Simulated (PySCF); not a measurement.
## Electronic structure of C7H14 in real space

Input file:

```
{"job": {"xc": "PBE0", "basis": "pcSseg-1", "kind": "nmr", "pop": true}, "charge": 0, "multiplicity": 1}
C     -2.431672    -0.162947    -0.031406
C     -0.968659     0.037373     0.333331
C     -0.167459    -1.259195     0.206771
C      1.304044    -1.066274     0.556221
C      1.935483     0.041210    -0.280364
C      1.150689     1.342532    -0.155090
C     -0.320388     1.142275    -0.502133
H     -2.533389    -0.480674    -1.082775
H     -2.901421    -0.936626     0.596275
H     -3.008455     0.767341     0.091736
H     -0.918416     0.353585     1.393844
H     -0.251390    -1.624772    -0.834318
H     -0.615223    -2.040432     0.844108
H      1.390068    -0.804639     1.626634
H      1.855539    -2.011568     0.424304
H      2.986841     0.194904     0.013151
H      1.951316    -0.270850    -1.340752
H      1.592269     2.122383    -0.796945
H      1.229942     1.714437     0.882737
H     -0.410632     0.873381    -1.571760
H     -0.878005     2.085499    -0.374039
```

Launched as:

```sh
OMP_NUM_THREADS=1 python ens_run.py task.json out
```

Geometry: PBE0-D3(BJ)/def2-SVP.

These are results of PBE0/pcSseg-1, SCF density, gas phase, non-relativistic in PySCF, not measurements.

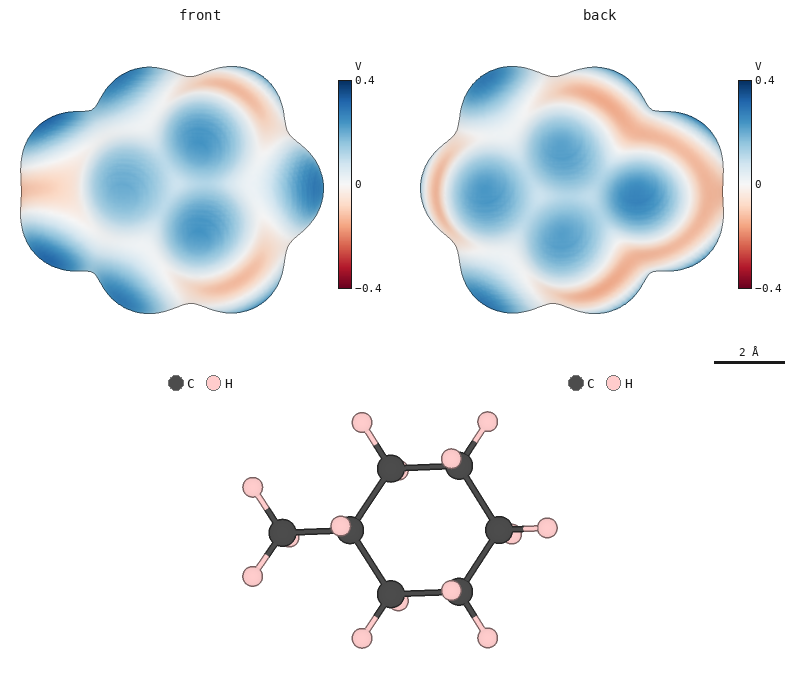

Figure 1. The electrostatic potential painted on the density surface at 0.001 e/bohr³, seen from the front and from behind; red is negative and blue positive. The bare structure is drawn below in the same view.

Question: Describe the electrostatic potential map.

Answer: The surface potential is weak everywhere (between −0.1 and +0.3 V): the molecule has no strongly electron-rich or electron-poor site.

Question: How polar is the molecule by this calculation?

Answer: Its dipole moment is 0.09 D.

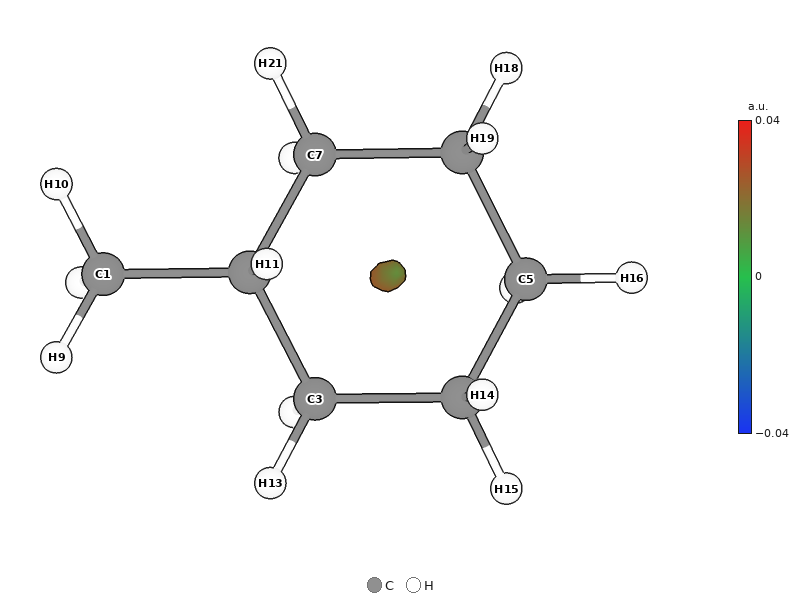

Figure 2. Non-covalent interaction (NCI) plot: the surface where the reduced density gradient is 0.5, for densities under 0.05 a.u., coloured by sign(λ₂)ρ; seen across its widest extent.

Question: Which non-covalent interactions does the plot reveal?

Answer: Inside the ring or cage of C2, C3, C4, C5, C6 and C7: steric crowding (red).
